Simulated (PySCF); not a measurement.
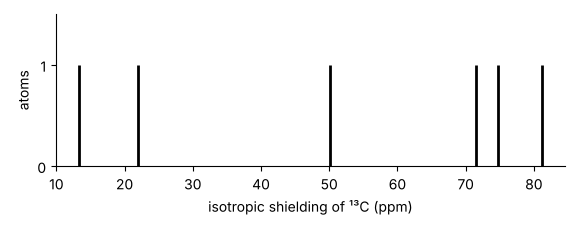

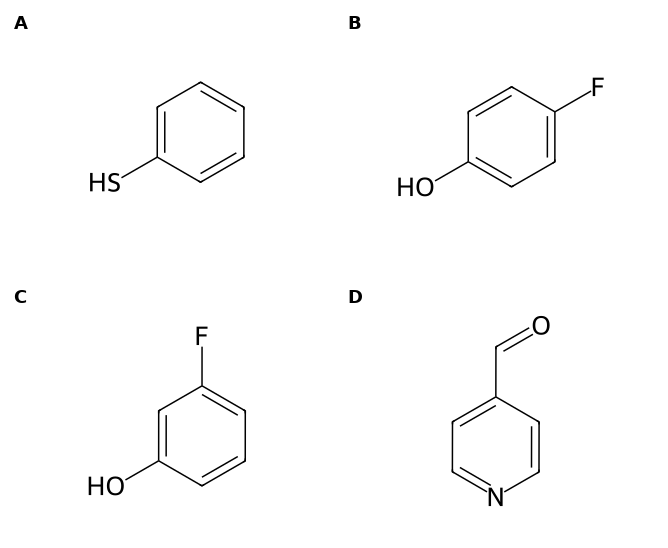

The sticks are computed shieldings of one of the molecules, for one fixed geometry (GFN2-xTB) without averaging over rotations. Low shielding means a high chemical shift. Method: GIAO PBE0/pcSseg-1 NMR shielding, non-relativistic, gas phase (PySCF 2.14.0).

> Match the spectrum to a structure.

C, `Oc1cccc(F)c1`. Its 6 C atoms give lines at 13.3, 22.0, 50.2, 71.6, 74.8, 81.2 ppm.
